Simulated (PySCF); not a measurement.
# C3H5NOSi: NMR shifts at several levels of theory

Aim: compute the NMR shifts of C3H5NOSi (`O=CC1=N[SiH2]C1`) at several levels, and see how far they spread and what each costs.

The runs use PySCF 2.14.0, with density-fitted response routines of our own; the level of theory stands in each step. All values are computed, except where a source is named. Atoms count from 0, in the outputs and in this text.

### 1 Starting geometry

11 atoms, charge 0, multiplicity 1; geometry from: PBE0-D3(BJ)/def2-SVP.

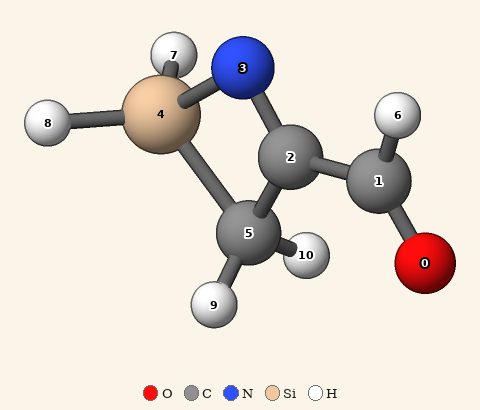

As it starts; oxygen red, carbon grey, nitrogen blue, silicon light orange, hydrogen white, atoms numbered.

### 2 Shielding tensors: PBE0/pcSseg-2

The job: settings as JSON, then the geometry in Å.

```
{"job": {"kind": "nmr", "xc": "PBE0", "basis": "pcSseg-2", "pop": false}, "charge": 0, "multiplicity": 1}
O     -2.240594    -1.552524    -0.281908
C     -1.837197    -0.766134     0.532457
C     -0.505244    -0.090426     0.415672
N     -0.081673     0.735115     1.311529
Si     1.432950     0.939659     0.340225
C      0.467717    -0.297298    -0.730533
H     -2.413727    -0.472129     1.443950
H      2.667929     0.464405     1.025806
H      1.633482     2.320370    -0.184191
H      0.079125     0.028191    -1.707575
H      0.835736    -1.329881    -0.826935
```

Method: GIAO PBE0/pcSseg-2 NMR shielding, non-relativistic, gas phase.

Started as:

```
$ OMP_NUM_THREADS=1 python probes_run.py task.json out
```

One launch serves the whole session: the jobs run in the order shown.

Log:

```text
coarse grid: 10136 points
cycle   1  E = -536.3150117781  dE =  8.684e-01  |g| = 8.265e-01  |ddm| = 2.497e+00
cycle   2  E = -535.8795692591  dE =  4.354e-01  |g| = 1.710e+00  |ddm| = 2.418e+00
cycle   3  E = -536.4484469049  dE = -5.689e-01  |g| = 1.531e-01  |ddm| = 1.818e+00
cycle   4  E = -536.4520981450  dE = -3.651e-03  |g| = 9.670e-02  |ddm| = 2.296e-01
cycle   5  E = -536.4538218109  dE = -1.724e-03  |g| = 3.660e-02  |ddm| = 9.592e-02
cycle   6  E = -536.4541121058  dE = -2.903e-04  |g| = 8.337e-03  |ddm| = 3.719e-02
cycle   7  E = -536.4541275498  dE = -1.544e-05  |g| = 1.753e-03  |ddm| = 8.950e-03
cycle   8  E = -536.4541281815  dE = -6.317e-07  |g| = 5.383e-04  |ddm| = 2.370e-03
final grid: 94616 points
cycle   9  E = -536.4585039659  dE = -4.586e-05  |g| = 9.570e-03  |ddm| = 3.812e-02
cycle  10  E = -536.4584510961  dE =  5.287e-05  |g| = 1.908e-02  |ddm| = 1.803e-02
cycle  11  E = -536.4585217516  dE = -7.066e-05  |g| = 1.842e-03  |ddm| = 1.342e-02
cycle  12  E = -536.4585225022  dE = -7.506e-07  |g| = 3.185e-04  |ddm| = 2.179e-03
cycle  13  E = -536.4585225170  dE = -1.474e-08  |g| = 2.127e-04  |ddm| = 3.982e-04
cycle  14  E = -536.4585225257  dE = -8.792e-09  |g| = 6.623e-05  |ddm| = 1.998e-04
cycle  15  E = -536.4585225266  dE = -8.997e-10  |g| = 1.336e-05  |ddm| = 6.354e-05
converged SCF energy = -536.4585225266

GIAO shielding tensors (ppm)
atom      isotropic    diamagn.    paramagn.     s11        s22        s33       span
  0 O     -381.967     395.314    -777.281  -1035.746   -478.876    368.720   1404.465
  1 C      -17.667     247.216    -264.883   -111.036    -16.417     74.451    185.486
  2 C      -20.807     257.433    -278.241   -138.106    -18.877     94.561    232.667
  3 N     -208.058     322.412    -530.470   -642.981   -205.351    224.159    867.140
  4 Si     352.089     877.703    -525.614    313.680    336.065    406.523     92.843
  5 C      164.768     250.989     -86.221    147.679    160.431    186.195     38.516
  6 H       21.736      27.238      -5.503     20.803     21.671     22.733      1.930
  7 H       25.593      28.986      -3.392     23.360     24.446     28.975      5.614
  8 H       25.590      29.066      -3.476     23.356     24.435     28.979      5.622
  9 H       28.970      31.136      -2.166     25.667     27.808     33.435      7.768
 10 H       28.938      30.999      -2.061     25.625     27.771     33.417      7.793
```

Wall time 54 s (1 thread of Arm Neoverse V1, shared host); peak memory 1.1 GiB.

The references, computed at this level on geometries of the same kind, shield at (ppm): 1H TMS 31.25, 13C TMS 184.1, 29Si TMS 341.3, 15N NH3 261.7, 17O H2O 328.2. Their shielding less the atom's gives the shift. The references are single molecules in the gas phase, so shifts against H2O, NH3, PH3, H3PO4 or CFCl3 are not on the usual liquid scales and can be off by tens of ppm. Atoms listed in one row are averaged.

| atoms | environment | σ (ppm) | δ (ppm) |
| --- | --- | --- | --- |
| C2 | C=N carbon | -20.8 | 204.9 |
| C1 | aldehyde carbonyl carbon | -17.7 | 201.8 |
| C5 | sp3 CH2 bonded to Si | 164.8 | 19.4 |
| H6 | hydrogen on an aldehyde carbonyl carbon | 21.74 | 9.51 |
| H7, H8 | hydrogen on a silicon bonded to C, N, in a 4-membered ring | 25.59 | 5.65 |
| H9, H10 | hydrogen on an sp3 CH2 bonded to Si | 28.95 | 2.29 |
| O0 | aldehyde oxygen | -382.0 | 710.1 |
| N3 | imine nitrogen | -208.1 | 469.7 |
| Si4 | silicon bonded to C, N, 2 H, in a 4-membered ring | 352.1 | -10.8 |

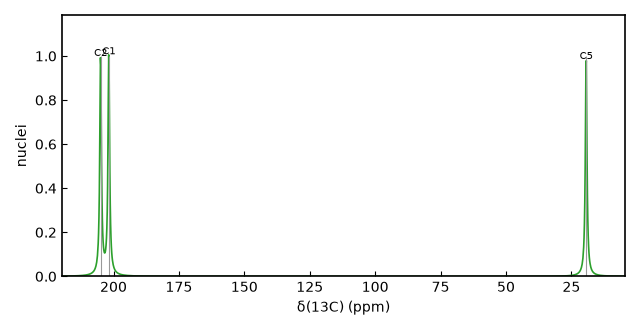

13C lines at the computed shifts, without couplings. Lines are broadened to a width of 0.74 ppm (Lorentzian).

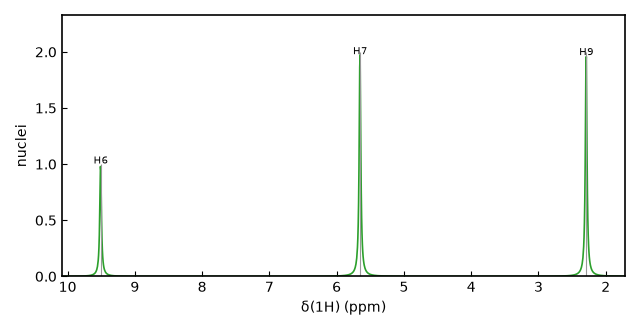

1H lines at the computed shifts, without couplings. Lines are broadened to a width of 0.03 ppm (Lorentzian).

Ring of atoms C2, N3, Si4, C5: NICS(0) 4.8, NICS(1) -2.6, NICS(1)zz 2.2 ppm (means of both faces). The ring holds saturated atoms, so no π current runs round it: these values come from its σ bonds, any local π bonds and neighbouring rings, and say nothing of aromaticity.

### 3 Shielding tensors: mPW1PW91/pcSseg-2

The job, as its differences from that of step 2:

```diff
@@ -1,2 +1,2 @@
-{"job": {"kind": "nmr", "xc": "PBE0", "basis": "pcSseg-2", "pop": false}, "charge": 0, "multiplicity": 1}
+{"job": {"kind": "nmr", "xc": "mPW1PW91", "basis": "pcSseg-2", "pop": false}, "charge": 0, "multiplicity": 1}
 O     -2.240594    -1.552524    -0.281908
```

With the program's defaults for keys left out, this is: GIAO mPW1PW91/pcSseg-2 NMR shielding, non-relativistic, gas phase.

Log:

```text
coarse grid: 10136 points
cycle   1  E = -536.6609147595  dE =  8.720e-01  |g| = 8.464e-01  |ddm| = 2.488e+00
cycle   2  E = -536.2058304390  dE =  4.551e-01  |g| = 1.747e+00  |ddm| = 2.504e+00
cycle   3  E = -536.8002960687  dE = -5.945e-01  |g| = 1.562e-01  |ddm| = 1.909e+00
cycle   4  E = -536.8040704162  dE = -3.774e-03  |g| = 1.001e-01  |ddm| = 2.388e-01
cycle   5  E = -536.8059211294  dE = -1.851e-03  |g| = 3.759e-02  |ddm| = 9.900e-02
cycle   6  E = -536.8062281846  dE = -3.071e-04  |g| = 8.545e-03  |ddm| = 3.811e-02
cycle   7  E = -536.8062444072  dE = -1.622e-05  |g| = 1.820e-03  |ddm| = 9.134e-03
cycle   8  E = -536.8062450891  dE = -6.819e-07  |g| = 5.530e-04  |ddm| = 2.437e-03
final grid: 94616 points
cycle   9  E = -536.8106332025  dE = -4.544e-05  |g| = 6.275e-03  |ddm| = 3.714e-02
cycle  10  E = -536.8106125865  dE =  2.062e-05  |g| = 1.205e-02  |ddm| = 1.141e-02
cycle  11  E = -536.8106409918  dE = -2.841e-05  |g| = 1.425e-03  |ddm| = 8.651e-03
cycle  12  E = -536.8106414273  dE = -4.355e-07  |g| = 2.404e-04  |ddm| = 1.672e-03
cycle  13  E = -536.8106414360  dE = -8.752e-09  |g| = 1.642e-04  |ddm| = 3.302e-04
cycle  14  E = -536.8106414413  dE = -5.294e-09  |g| = 4.913e-05  |ddm| = 1.469e-04
cycle  15  E = -536.8106414418  dE = -5.039e-10  |g| = 1.039e-05  |ddm| = 4.871e-05
converged SCF energy = -536.8106414418

GIAO shielding tensors (ppm)
atom      isotropic    diamagn.    paramagn.     s11        s22        s33       span
  0 O     -381.597     395.506    -777.103  -1032.802   -480.851    368.861   1401.663
  1 C      -18.062     247.399    -265.460   -111.909    -16.405     74.130    186.039
  2 C      -21.544     257.520    -279.064   -139.118    -19.438     93.923    233.041
  3 N     -209.377     322.150    -531.527   -644.190   -207.085    223.146    867.336
  4 Si     350.734     877.879    -527.145    312.831    334.643    404.728     91.897
  5 C      163.882     251.095     -87.213    147.023    159.221    185.402     38.378
  6 H       21.799      27.199      -5.400     20.862     21.722     22.814      1.951
  7 H       25.677      29.050      -3.374     23.447     24.528     29.054      5.607
  8 H       25.673      29.133      -3.461     23.444     24.517     29.058      5.614
  9 H       29.020      31.148      -2.127     25.751     27.866     33.444      7.693
 10 H       28.988      31.009      -2.020     25.709     27.829     33.427      7.718
```

Run time: 45 s. Hardware: 1 thread of Arm Neoverse V1, shared host; peak memory 1.1 GiB.

In short: δ C2 205.1, C1 201.6, C5 19.6, O0 708.7, H6 9.49, H7 5.62 ppm (means over like atoms).

### 4 Nuclear shieldings: WP04/pcSseg-2

The job, as its differences from that of step 3:

```diff
@@ -1,2 +1,2 @@
-{"job": {"kind": "nmr", "xc": "mPW1PW91", "basis": "pcSseg-2", "pop": false}, "charge": 0, "multiplicity": 1}
+{"job": {"kind": "nmr", "xc": "WP04", "basis": "pcSseg-2", "pop": false}, "charge": 0, "multiplicity": 1}
 O     -2.240594    -1.552524    -0.281908
```

Level: GIAO WP04/pcSseg-2 NMR shielding, non-relativistic, gas phase.

Log:

```text
coarse grid: 10136 points
cycle   1  E = -545.3025929510  dE =  8.605e-01  |g| = 1.201e+00  |ddm| = 2.415e+00
cycle   2  E = -544.1417129191  dE =  1.161e+00  |g| = 2.602e+00  |ddm| = 4.031e+00
cycle   3  E = -545.5504553110  dE = -1.409e+00  |g| = 3.424e-01  |ddm| = 3.469e+00
cycle   4  E = -545.5676951828  dE = -1.724e-02  |g| = 2.254e-01  |ddm| = 4.213e-01
cycle   5  E = -545.5767314946  dE = -9.036e-03  |g| = 9.865e-02  |ddm| = 1.984e-01
cycle   6  E = -545.5788379301  dE = -2.106e-03  |g| = 2.457e-02  |ddm| = 9.142e-02
cycle   7  E = -545.5789747096  dE = -1.368e-04  |g| = 4.982e-03  |ddm| = 2.192e-02
cycle   8  E = -545.5789799667  dE = -5.257e-06  |g| = 1.316e-03  |ddm| = 5.308e-03
final grid: 94616 points
cycle   9  E = -545.5900593505  dE = -7.281e-05  |g| = 8.005e-03  |ddm| = 5.056e-02
cycle  10  E = -545.5900109215  dE =  4.843e-05  |g| = 1.749e-02  |ddm| = 1.432e-02
cycle  11  E = -545.5900714496  dE = -6.053e-05  |g| = 2.676e-03  |ddm| = 1.082e-02
cycle  12  E = -545.5900728995  dE = -1.450e-06  |g| = 5.373e-04  |ddm| = 2.754e-03
cycle  13  E = -545.5900729328  dE = -3.332e-08  |g| = 4.212e-04  |ddm| = 7.068e-04
cycle  14  E = -545.5900729680  dE = -3.523e-08  |g| = 1.299e-04  |ddm| = 3.446e-04
cycle  15  E = -545.5900729715  dE = -3.529e-09  |g| = 2.215e-05  |ddm| = 1.022e-04
cycle  16  E = -545.5900729716  dE = -1.045e-10  |g| = 4.052e-06  |ddm| = 1.961e-05
converged SCF energy = -545.5900729716

GIAO shielding tensors (ppm)
atom      isotropic    diamagn.    paramagn.     s11        s22        s33       span
  0 O     -351.750     394.696    -746.446   -946.817   -468.538    360.105   1306.922
  1 C      -26.989     247.997    -274.986   -124.013    -22.079     65.124    189.136
  2 C      -33.257     259.049    -292.306   -152.728    -30.456     83.414    236.143
  3 N     -219.978     322.340    -542.318   -647.618   -219.484    207.167    854.784
  4 Si     344.232     879.820    -535.587    310.302    333.198    389.198     78.896
  5 C      149.210     250.457    -101.247    134.946    140.621    172.064     37.119
  6 H       22.387      27.344      -4.957     21.465     22.205     23.491      2.026
  7 H       26.668      29.551      -2.884     24.470     25.471     30.062      5.592
  8 H       26.664      29.661      -2.997     24.468     25.460     30.064      5.596
  9 H       29.335      31.626      -2.291     26.465     28.301     33.239      6.774
 10 H       29.304      31.443      -2.139     26.422     28.267     33.223      6.801
```

It took 50 s on 1 thread of Arm Neoverse V1, shared host; peak memory 1.1 GiB.

This run: δ C2 205.4, C1 199.1, C5 22.9, O0 665.8, H6 9.22, H7 4.95 ppm (means over like atoms).

### 5 NMR shieldings: B97-2/pcSseg-2

The job, as its differences from that of step 4:

```diff
@@ -1,2 +1,2 @@
-{"job": {"kind": "nmr", "xc": "WP04", "basis": "pcSseg-2", "pop": false}, "charge": 0, "multiplicity": 1}
+{"job": {"kind": "nmr", "xc": "B97-2", "basis": "pcSseg-2", "pop": false}, "charge": 0, "multiplicity": 1}
 O     -2.240594    -1.552524    -0.281908
```

Level: GIAO B97-2/pcSseg-2 NMR shielding, non-relativistic, gas phase.

Log:

```text
coarse grid: 10136 points
cycle   1  E = -536.6330260335  dE =  8.501e-01  |g| = 8.551e-01  |ddm| = 2.496e+00
cycle   2  E = -536.1198818489  dE =  5.131e-01  |g| = 1.814e+00  |ddm| = 2.699e+00
cycle   3  E = -536.7750897950  dE = -6.552e-01  |g| = 1.679e-01  |ddm| = 2.101e+00
cycle   4  E = -536.7794436203  dE = -4.354e-03  |g| = 1.103e-01  |ddm| = 2.612e-01
cycle   5  E = -536.7817088155  dE = -2.265e-03  |g| = 4.238e-02  |ddm| = 1.100e-01
cycle   6  E = -536.7821095262  dE = -4.007e-04  |g| = 9.244e-03  |ddm| = 4.321e-02
cycle   7  E = -536.7821288853  dE = -1.936e-05  |g| = 1.949e-03  |ddm| = 9.884e-03
cycle   8  E = -536.7821296983  dE = -8.130e-07  |g| = 5.464e-04  |ddm| = 2.544e-03
final grid: 94616 points
cycle   9  E = -536.7854933215  dE = -7.474e-05  |g| = 4.124e-03  |ddm| = 4.784e-02
cycle  10  E = -536.7854885720  dE =  4.750e-06  |g| = 6.072e-03  |ddm| = 5.649e-03
cycle  11  E = -536.7854948855  dE = -6.313e-06  |g| = 1.689e-03  |ddm| = 4.921e-03
cycle  12  E = -536.7854953841  dE = -4.986e-07  |g| = 3.426e-04  |ddm| = 1.406e-03
cycle  13  E = -536.7854954098  dE = -2.567e-08  |g| = 1.353e-04  |ddm| = 4.064e-04
cycle  14  E = -536.7854954127  dE = -2.959e-09  |g| = 7.545e-05  |ddm| = 1.507e-04
cycle  15  E = -536.7854954139  dE = -1.191e-09  |g| = 5.695e-06  |ddm| = 5.809e-05
cycle  16  E = -536.7854954139  dE = -7.162e-12  |g| = 2.372e-06  |ddm| = 8.204e-06
converged SCF energy = -536.7854954139

GIAO shielding tensors (ppm)
atom      isotropic    diamagn.    paramagn.     s11        s22        s33       span
  0 O     -360.088     395.757    -755.845   -986.298   -460.607    366.639   1352.937
  1 C      -13.834     247.763    -261.597   -105.737    -10.498     74.733    180.470
  2 C      -17.616     258.328    -275.943   -132.060    -15.469     94.682    226.742
  3 N     -198.340     322.702    -521.043   -621.384   -196.482    222.845    844.229
  4 Si     359.751     877.937    -518.186    323.548    344.283    411.424     87.875
  5 C      163.964     251.101     -87.137    147.794    158.954    185.145     37.351
  6 H       21.907      27.173      -5.266     21.056     21.817     22.848      1.792
  7 H       25.815      29.204      -3.389     23.593     24.660     29.192      5.599
  8 H       25.812      29.294      -3.482     23.589     24.649     29.196      5.607
  9 H       29.077      31.285      -2.208     25.858     27.931     33.443      7.585
 10 H       29.045      31.129      -2.084     25.815     27.894     33.425      7.610
```

Run time: 50 s. Hardware: 1 thread of Arm Neoverse V1, shared host; peak memory 1.1 GiB.

Key values: δ C2 201.1, C1 197.3, C5 19.5, O0 686.3, H6 9.45, H7 5.55 ppm (means over like atoms).

### 6 Shielding tensors: BHandHLYP/pcSseg-2

The job, as its differences from that of step 5:

```diff
@@ -1,2 +1,2 @@
-{"job": {"kind": "nmr", "xc": "B97-2", "basis": "pcSseg-2", "pop": false}, "charge": 0, "multiplicity": 1}
+{"job": {"kind": "nmr", "xc": "BHandHLYP", "basis": "pcSseg-2", "pop": false}, "charge": 0, "multiplicity": 1}
 O     -2.240594    -1.552524    -0.281908
```

Level: GIAO BHandHLYP/pcSseg-2 NMR shielding, non-relativistic, gas phase.

Log:

```text
coarse grid: 10136 points
cycle   1  E = -536.5632192213  dE =  9.856e-01  |g| = 8.305e-01  |ddm| = 2.461e+00
cycle   2  E = -536.3884751659  dE =  1.747e-01  |g| = 1.318e+00  |ddm| = 1.563e+00
cycle   3  E = -536.7099433618  dE = -3.215e-01  |g| = 8.077e-02  |ddm| = 1.000e+00
cycle   4  E = -536.7109100952  dE = -9.667e-04  |g| = 6.214e-02  |ddm| = 1.261e-01
cycle   5  E = -536.7116856125  dE = -7.755e-04  |g| = 1.813e-02  |ddm| = 6.172e-02
cycle   6  E = -536.7117529731  dE = -6.736e-05  |g| = 5.787e-03  |ddm| = 1.964e-02
cycle   7  E = -536.7117618669  dE = -8.894e-06  |g| = 1.700e-03  |ddm| = 8.263e-03
final grid: 94616 points
cycle   8  E = -536.7185415000  dE = -1.839e-05  |g| = 2.884e-03  |ddm| = 2.278e-02
cycle   9  E = -536.7185411393  dE =  3.607e-07  |g| = 3.285e-03  |ddm| = 4.365e-03
cycle  10  E = -536.7185434254  dE = -2.286e-06  |g| = 5.716e-04  |ddm| = 2.353e-03
cycle  11  E = -536.7185434820  dE = -5.665e-08  |g| = 1.940e-04  |ddm| = 4.069e-04
cycle  12  E = -536.7185434902  dE = -8.143e-09  |g| = 3.955e-05  |ddm| = 2.660e-04
cycle  13  E = -536.7185434907  dE = -4.615e-10  |g| = 1.862e-05  |ddm| = 6.342e-05
converged SCF energy = -536.7185434907

GIAO shielding tensors (ppm)
atom      isotropic    diamagn.    paramagn.     s11        s22        s33       span
  0 O     -379.200     394.872    -774.072  -1017.635   -495.098    375.132   1392.768
  1 C      -16.969     246.311    -263.280   -117.644    -11.748     78.486    196.130
  2 C      -21.613     255.952    -277.564   -149.089    -14.340     98.590    247.679
  3 N     -212.652     323.056    -535.708   -643.395   -222.919    228.357    871.752
  4 Si     358.875     876.575    -517.699    323.828    345.072    407.726     83.898
  5 C      165.607     248.964     -83.357    149.788    160.147    186.886     37.098
  6 H       22.120      27.576      -5.456     21.251     21.731     23.378      2.127
  7 H       26.043      28.994      -2.951     23.745     24.752     29.632      5.888
  8 H       26.039      29.070      -3.031     23.743     24.740     29.634      5.892
  9 H       29.279      31.222      -1.943     26.005     27.985     33.846      7.841
 10 H       29.246      31.094      -1.848     25.963     27.948     33.826      7.863
```

Wall time 43 s (1 thread of Arm Neoverse V1, shared host); peak memory 1.1 GiB.

In short: δ C2 205.9, C1 201.2, C5 18.7, O0 705.8, H6 9.33, H7 5.41 ppm (means over like atoms).

### 7 Shielding tensors: CAM-B3LYP/pcSseg-2

The job, as its differences from that of step 6:

```diff
@@ -1,2 +1,2 @@
-{"job": {"kind": "nmr", "xc": "BHandHLYP", "basis": "pcSseg-2", "pop": false}, "charge": 0, "multiplicity": 1}
+{"job": {"kind": "nmr", "xc": "CAM-B3LYP", "basis": "pcSseg-2", "pop": false}, "charge": 0, "multiplicity": 1}
 O     -2.240594    -1.552524    -0.281908
```

Method: GIAO CAM-B3LYP/pcSseg-2 NMR shielding, non-relativistic, gas phase.

Log:

```text
coarse grid: 10136 points
cycle   1  E = -536.5834831185  dE =  9.674e-01  |g| = 9.022e-01  |ddm| = 2.457e+00
cycle   2  E = -536.3077502303  dE =  2.757e-01  |g| = 1.559e+00  |ddm| = 1.908e+00
cycle   3  E = -536.7489479153  dE = -4.412e-01  |g| = 1.014e-01  |ddm| = 1.250e+00
cycle   4  E = -536.7503145114  dE = -1.367e-03  |g| = 7.377e-02  |ddm| = 1.396e-01
cycle   5  E = -536.7513088541  dE = -9.943e-04  |g| = 2.272e-02  |ddm| = 6.907e-02
cycle   6  E = -536.7514124806  dE = -1.036e-04  |g| = 6.529e-03  |ddm| = 2.362e-02
cycle   7  E = -536.7514230008  dE = -1.052e-05  |g| = 1.624e-03  |ddm| = 8.766e-03
cycle   8  E = -536.7514237438  dE = -7.430e-07  |g| = 5.308e-04  |ddm| = 3.171e-03
final grid: 94616 points
cycle   9  E = -536.7611708218  dE = -3.033e-05  |g| = 2.468e-03  |ddm| = 2.412e-02
cycle  10  E = -536.7611708465  dE = -2.468e-08  |g| = 2.476e-03  |ddm| = 3.867e-03
cycle  11  E = -536.7611720696  dE = -1.223e-06  |g| = 6.521e-04  |ddm| = 2.195e-03
cycle  12  E = -536.7611721361  dE = -6.648e-08  |g| = 2.618e-04  |ddm| = 5.881e-04
cycle  13  E = -536.7611721493  dE = -1.319e-08  |g| = 4.592e-05  |ddm| = 3.121e-04
cycle  14  E = -536.7611721497  dE = -4.618e-10  |g| = 1.343e-05  |ddm| = 5.812e-05
converged SCF energy = -536.7611721497

GIAO shielding tensors (ppm)
atom      isotropic    diamagn.    paramagn.     s11        s22        s33       span
  0 O     -381.439     394.850    -776.289  -1034.345   -480.298    370.327   1404.672
  1 C      -22.929     245.246    -268.175   -117.304    -23.899     72.417    189.721
  2 C      -25.603     255.513    -281.115   -147.296    -23.165     93.653    240.950
  3 N     -208.718     322.628    -531.346   -635.052   -216.596    225.495    860.547
  4 Si     341.896     876.854    -534.958    304.943    323.361    397.385     92.442
  5 C      163.556     248.700     -85.143    146.797    158.235    185.637     38.840
  6 H       21.879      27.727      -5.848     20.967     21.594     23.076      2.108
  7 H       25.805      28.839      -3.034     23.556     24.605     29.255      5.699
  8 H       25.802      28.898      -3.096     23.553     24.595     29.258      5.705
  9 H       29.144      31.126      -1.982     25.913     27.950     33.570      7.658
 10 H       29.111      31.033      -1.922     25.869     27.914     33.550      7.681
```

It took 60 s on 1 thread of Arm Neoverse V1, shared host; peak memory 1.4 GiB.

This run: δ C2 208.2, C1 205.5, C5 19.0, O0 711.2, H6 9.46, H7 5.53 ppm (means over like atoms).

[end of part 1 of 2]
